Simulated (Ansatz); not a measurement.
# Cl₃FH₂Si (built from SMILES Cl[SiH](Cl)Cl.F): a reaction path by the nudged elastic band

Aim: the minimum-energy path between two given structures and its highest point. Both ends were relaxed at PBE0-D4 in triple zeta. A second band with other settings follows.

The runs use Ansatz 0.2.0, Gaussian basis; PBE0-D4/def2-SVP.

23 further runs of the same task are left out: 1 that didn't finish, 22 set aside as unsound or not needed.

### Step 1. The starting structure

The first end: 7 atoms, charge 0, spin multiplicity 1.

Atoms are counted from 1 here; the program's logs count them from 0.

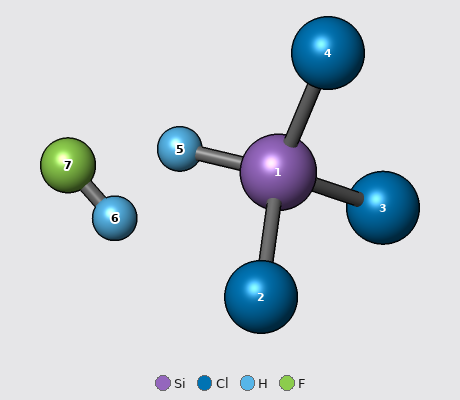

The starting geometry (colours as in the key); atoms are numbered from 1 in the order of the file.

As a file:

```
Si   -0.1297    0.1305   -0.8823
Cl    1.3912   -0.9494   -0.0240
Cl   -0.0736   -0.1867   -2.8829
Cl    0.1564    2.0923   -0.4830
H    -1.4075   -0.3312   -0.3301
H     0.3943   -0.5434    2.0659
F    -0.3312   -0.2121    2.5364
```

The second end:

| atom | x (Å) | y (Å) | z (Å) |
| --- | --- | --- | --- |
| Si1 | -0.9447 | 0.3756 | -0.4243 |
| Cl2 | 2.7399 | -0.9685 | 1.0308 |
| Cl3 | -0.3197 | -0.6682 | -2.0354 |
| Cl4 | 0.0110 | 2.1500 | -0.3039 |
| H5 | -2.3988 | 0.5657 | -0.4556 |
| H6 | 1.4900 | -0.9887 | 1.3127 |
| F7 | -0.5776 | -0.4660 | 0.8756 |

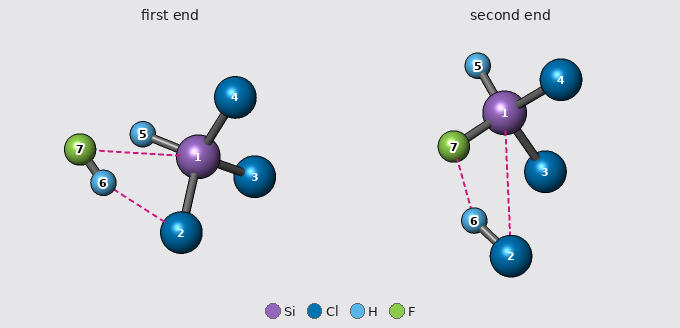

The two ends; dashed lines mark the contacts followed along the path.

### Step 2. The band at PBE0-D4/def2-SVP

File neb/in.yaml:

```yaml
crystal:
  periodic: [false, false, false]
  atoms:
    - {symbol: Si, position_ang: [-0.129695, 0.130499, -0.882301]}
    - {symbol: Cl, position_ang: [1.391222, -0.949358, -0.023999]}
    - {symbol: Cl, position_ang: [-0.073617, -0.186728, -2.882898]}
    - {symbol: Cl, position_ang: [0.156352, 2.092270, -0.482990]}
    - {symbol: H, position_ang: [-1.407460, -0.331182, -0.330148]}
    - {symbol: H, position_ang: [0.394349, -0.543357, 2.065873]}
    - {symbol: F, position_ang: [-0.331151, -0.212145, 2.536362]}
basis:
  gaussian: {orbitals: def2-SVP}
hamiltonian: {xc: pbe0, dispersion: d4}
neb:
  images: 5
  climbing: true
  max_iterations: 40
  initial_path: idpp
  final_atoms:
    - {symbol: Si, position_ang: [-0.944736, 0.375648, -0.424275]}
    - {symbol: Cl, position_ang: [2.739911, -0.968499, 1.030763]}
    - {symbol: Cl, position_ang: [-0.319750, -0.668237, -2.035419]}
    - {symbol: Cl, position_ang: [0.010989, 2.149999, -0.303912]}
    - {symbol: H, position_ang: [-2.398825, 0.565748, -0.455642]}
    - {symbol: H, position_ang: [1.489993, -0.988682, 1.312741]}
    - {symbol: F, position_ang: [-0.577581, -0.465977, 0.875645]}
```

Command:

```bash
$ ansatz run in.yaml --threads 4 --pin off --events-out ev --progress --plain --max-ram 9574MiB
```

The log of the run (excerpt; [...] marks lines left out):

```text
Functional definition: PBE0
  name "PBE0"
  cite "Adamo & Barone, J. Chem. Phys. 110, 6158 (1999) doi:10.1063/1.478522"
  cite "Perdew, Burke & Ernzerhof, Phys. Rev. Lett. 77, 3865 (1996) doi:10.1103/PhysRevLett.77.3865"
  parent pbe
[...]
939 factors; integrals over basis functions are off by at most 2.7e-4 eV
[...]
mean field -48164.40088836 eV, -1770.0090856439 hartree, gradient 5.2e-5 eV, S^2 0.000000; 0 other end points of the search recorded, 0 dependent functions left out
[...]
reference -48164.40090866 eV, -1770.0090863897 hartree; 38, 38 occupied and 58, 58 virtual orbitals, 939 factors
[... from here to the last solve, the lines of the solves are left out (93 solves) ...]
WARN: NEB end point (image 0): max|allowed force component| = 3.150e-1 eV/Å (the criterion of neb.relax_end_points is 1.000e-2). That is over neb.f_tol: it is no minimum, so the barrier can be far off. Relax it first
WARN: NEB end point (image 6): max|allowed force component| = 7.376e-1 eV/Å (the criterion of neb.relax_end_points is 1.000e-2). That is over neb.f_tol: it is no minimum, so the barrier can be far off. Relax it first
NEB iter   1: max|band force component| = 4.193e0 eV/Å  barrier→ = 4.1956 eV  barrier← = 4.5590 eV  Δτ_max = 0.2000 Å  (180 SCF iters)
[...]
NEB iter   3: max|band force component| = 5.323e0 eV/Å  barrier→ = 1.8672 eV  barrier← = 2.2306 eV  Δτ_max = 0.1002 Å  (145 SCF iters)
[...]
NEB iter   5: max|band force component| = 1.299e0 eV/Å  barrier→ = 1.2452 eV  barrier← = 1.6086 eV  Δτ_max = 0.0965 Å  (129 SCF iters)
[...]
NEB iter   7: max|band force component| = 4.259e-1 eV/Å  barrier→ = 1.0999 eV  barrier← = 1.4634 eV  CI = image 3  Δτ_max = 0.0490 Å  (120 SCF iters)
[...]
NEB iter   9: max|band force component| = 9.862e-2 eV/Å  barrier→ = 1.1057 eV  barrier← = 1.4691 eV  CI = image 3  Δτ_max = 0.0085 Å  (119 SCF iters)
[...]
NEB iter  10: max|band force component| = 2.132e-2 eV/Å  barrier→ = 1.1050 eV  barrier← = 1.4685 eV  CI = image 3  CI's point: of a kind that is not told: the force calls were inconclusive, a negative curvature could not be distinguished from the path's own, the only one lies far off the [...]
Total energy: -48163.49035108 eV, -1769.9756240160 hartree
Atom 0 at    -0.401787     0.179994    -0.296194 Å, force     0.004256    -0.000074    -0.029449 eV/Å
Atom 1 at     1.812544    -0.743919     0.034654 Å, force    -0.007268    -0.001664    -0.002542 eV/Å
Atom 2 at    -0.315309    -0.435040    -2.267955 Å, force     0.005409     0.004078    -0.000043 eV/Å
Atom 3 at     0.127971     2.140480    -0.094970 Å, force     0.000953    -0.000188     0.001561 eV/Å
Atom 4 at    -1.854133     0.025576    -0.075276 Å, force     0.001326    -0.003850     0.007937 eV/Å
Atom 5 at     0.857284    -0.726210     1.244711 Å, force     0.006499     0.003360    -0.008999 eV/Å
Atom 6 at    -0.226570    -0.440882     1.454928 Å, force    -0.011175    -0.001662     0.031534 eV/Å
Dipole moment:    -0.082226    -0.116974     0.252341 e Å
```

Wall time 2.3 min (4 threads of Intel Xeon Platinum 8259CL at 2.50GHz, shared host).

The last band:

| image | path (Å) | energy (kJ/mol) | Si1–F7 (Å) | Cl2–H6 (Å) | Si1–Cl2 (Å) | H6–F7 (Å) |
| --- | --- | --- | --- | --- | --- | --- |
| 0 | 0.00 | 0.0 | 3.44 | 2.35 | 2.05 | 0.93 |
| 1 | 0.64 | 3.5 | 2.82 | 2.14 | 2.09 | 0.93 |
| 2 | 1.28 | 51.6 | 2.31 | 1.89 | 2.17 | 0.95 |
| 3 | 1.93 | 106.6 | 1.87 | 1.54 | 2.42 | 1.14 |
| 4 | 2.63 | 22.8 | 1.67 | 1.32 | 2.97 | 1.60 |
| 5 | 3.33 | -33.5 | 1.63 | 1.29 | 3.59 | 1.90 |
| 6 | 4.03 | -35.1 | 1.59 | 1.28 | 4.18 | 2.18 |

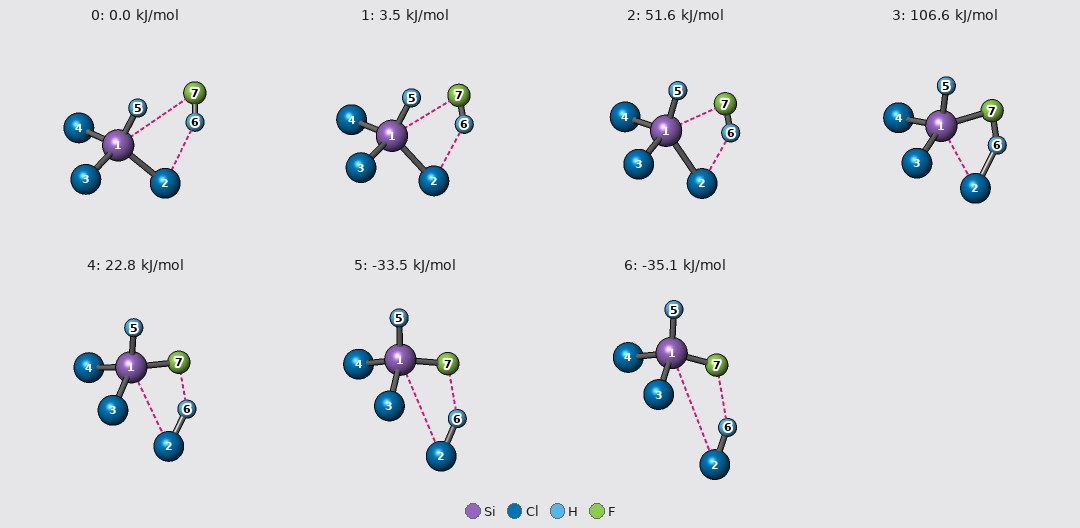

The images of the last band.

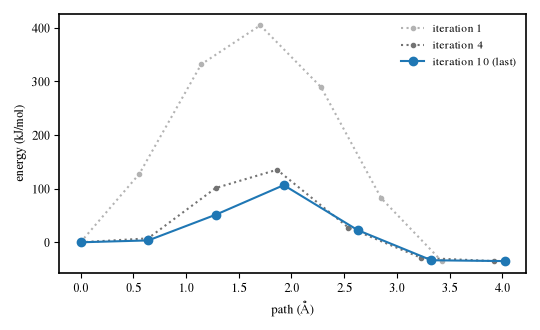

Energy along the path.

The highest image, 3:

```xyz
7

Si   -0.4018    0.1800   -0.2962
Cl    1.8125   -0.7439    0.0347
Cl   -0.3153   -0.4350   -2.2680
Cl    0.1280    2.1405   -0.0950
H    -1.8541    0.0256   -0.0753
H     0.8573   -0.7262    1.2447
F    -0.2266   -0.4409    1.4549
```

### Step 3. The band at PBE0-D4/cc-pVDZ, other settings

Changes to neb/in.yaml since step 2:

```diff
@@ -11,9 +11,10 @@
 basis:
-  gaussian: {orbitals: def2-SVP}
+  gaussian: {orbitals: cc-pVDZ}
 hamiltonian: {xc: pbe0, dispersion: d4}
 neb:
-  images: 5
+  images: 7
   climbing: true
-  max_iterations: 40
+  max_iterations: 25
   initial_path: idpp
+  f_tol: 0.1
   final_atoms:
```

Command:

```bash
$ ansatz run in.yaml --threads 4 --pin off --events-out ev --progress --plain --max-ram 9574MiB
```

The log of the run (excerpt; [...] marks lines left out):

```text
[... 5 set-up lines as earlier in the session ...]
[...]
1075 factors; integrals over basis functions are off by at most 4.2e-4 eV
[...]
mean field -48181.15616270 eV, -1770.6248306187 hartree, gradient 2.0e-5 eV, S^2 0.000000; 0 other end points of the search recorded, 0 dependent functions left out
[...]
reference -48181.15618515 eV, -1770.6248314437 hartree; 38, 38 occupied and 58, 58 virtual orbitals, 1075 factors
[... from here to the last solve, the lines of the solves are left out (106 solves) ...]
WARN: NEB end point (image 0): max|allowed force component| = 6.024e-1 eV/Å (the criterion of neb.relax_end_points is 2.000e-2). That is over neb.f_tol: it is no minimum, so the barrier can be far off. Relax it first
[...]
WARN: NEB end point (image 8): max|allowed force component| = 1.320e0 eV/Å (the criterion of neb.relax_end_points is 2.000e-2). That is over neb.f_tol: it is no minimum, so the barrier can be far off. Relax it first
[...]
NEB iter   8: max|band force component| = 1.139e-1 eV/Å  barrier→ = 1.0091 eV  barrier← = 1.3348 eV  CI = image 4  Δτ_max = 0.0121 Å  (189 SCF iters)
[...]
NEB iter   9: max|band force component| = 6.054e-2 eV/Å  barrier→ = 1.0085 eV  barrier← = 1.3342 eV  CI = image 4  CI's point: of a kind that is not told: the force calls were inconclusive, a negative curvature could not be distinguished from the path's own, the only one lies far off the [...]
Total energy: -48180.34217239 eV, -1770.5949170263 hartree
Atom 0 at    -0.420505     0.177416    -0.294606 Å, force     0.019314     0.004182    -0.006605 eV/Å
Atom 1 at     1.821689    -0.785237     0.044732 Å, force    -0.005627     0.019426    -0.020862 eV/Å
Atom 2 at    -0.307662    -0.408924    -2.287108 Å, force    -0.009389    -0.007617    -0.004857 eV/Å
Atom 3 at     0.122440     2.145169    -0.094450 Å, force     0.000896     0.006575    -0.004690 eV/Å
Atom 4 at    -1.875803     0.005671    -0.075188 Å, force    -0.000979     0.005933    -0.003863 eV/Å
Atom 5 at     0.877912    -0.718350     1.235980 Å, force     0.058250    -0.031147     0.028866 eV/Å
Atom 6 at    -0.218072    -0.415746     1.470539 Å, force    -0.062464     0.002647     0.012011 eV/Å
Dipole moment:    -0.127966    -0.109021     0.232898 e Å
```

It took 3.6 min on 4 threads of Intel Xeon Platinum 8259CL at 2.50GHz, shared host.

The last band:

| image | path (Å) | energy (kJ/mol) | Si1–F7 (Å) | Cl2–H6 (Å) | Si1–Cl2 (Å) | H6–F7 (Å) |
| --- | --- | --- | --- | --- | --- | --- |
| 0 | 0.00 | 0.0 | 3.44 | 2.35 | 2.05 | 0.93 |
| 1 | 0.50 | -4.9 | 2.91 | 2.30 | 2.09 | 0.93 |
| 2 | 1.01 | 14.5 | 2.57 | 2.03 | 2.12 | 0.94 |
| 3 | 1.51 | 57.5 | 2.18 | 1.82 | 2.22 | 0.97 |
| 4 | 2.02 | 97.3 | 1.87 | 1.52 | 2.46 | 1.16 |
| 5 | 2.54 | 44.2 | 1.71 | 1.33 | 2.87 | 1.52 |
| 6 | 3.07 | -13.9 | 1.66 | 1.30 | 3.34 | 1.73 |
| 7 | 3.60 | -36.5 | 1.65 | 1.30 | 3.82 | 1.93 |
| 8 | 4.12 | -31.4 | 1.59 | 1.28 | 4.18 | 2.18 |

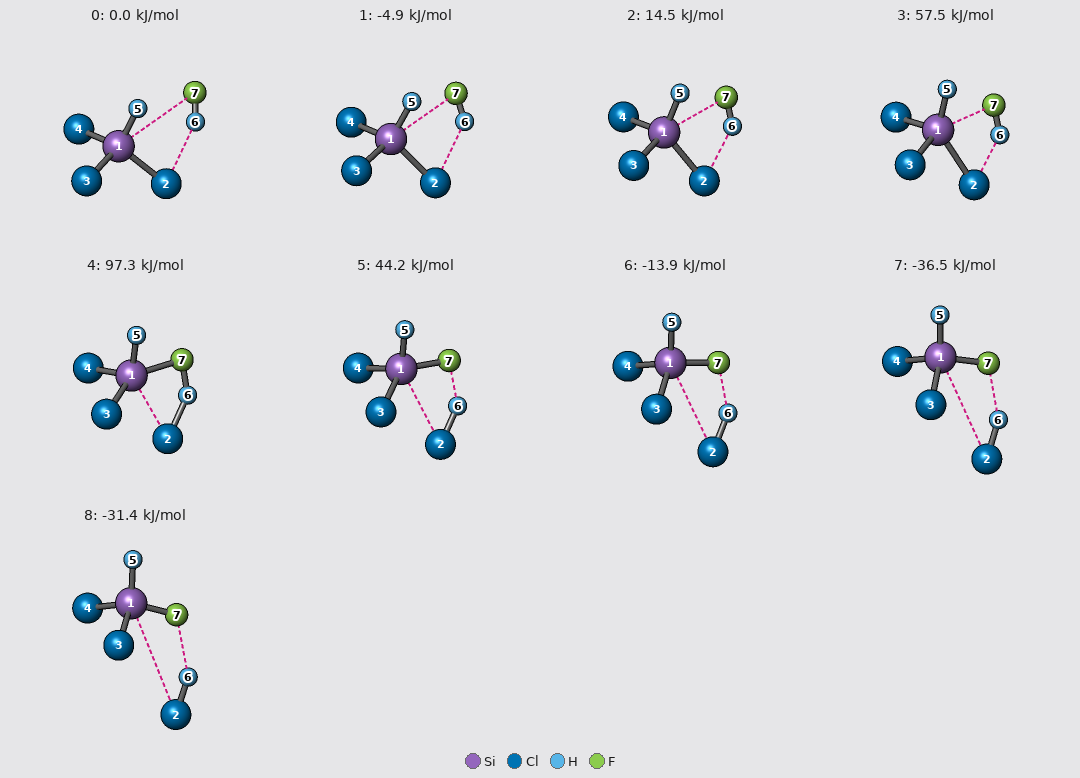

The images of the last band.

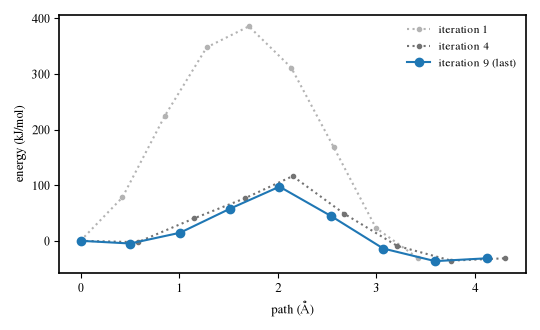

Energy along the path.

The highest image, 4:

```xyz
7

Si   -0.4205    0.1774   -0.2946
Cl    1.8217   -0.7852    0.0447
Cl   -0.3077   -0.4089   -2.2871
Cl    0.1224    2.1452   -0.0945
H    -1.8758    0.0057   -0.0752
H     0.8779   -0.7184    1.2360
F    -0.2181   -0.4157    1.4705
```

### Step 4. Outcome

| quantity | value |
| --- | --- |
| PBE0-D4/def2-SVP, 10 iterations | highest 106.6 kJ/mol (image 3), last end -35.1 kJ/mol |
| PBE0-D4/cc-pVDZ, 9 iterations | highest 97.3 kJ/mol (image 4), last end -31.4 kJ/mol |
| from earlier runs: barrier over the separately found saddle, CCSD(T)/def2-TZVPP | 141.3 kJ/mol |

**Reading.** The highest image lies 106.6 kJ/mol above the first end, and it climbed, so it estimates the saddle. The ends are not quite minima at this level (largest force component 0.74 eV/Å), so the heights are unreliable: relaxing the first end would lower it and raise the barrier above it. The highest image is 34.6 kJ/mol below the CCSD(T) barrier in triple zeta, which comes from separate runs on the saddle. The second band's highest image lies at 97.3 kJ/mol; the levels differ.
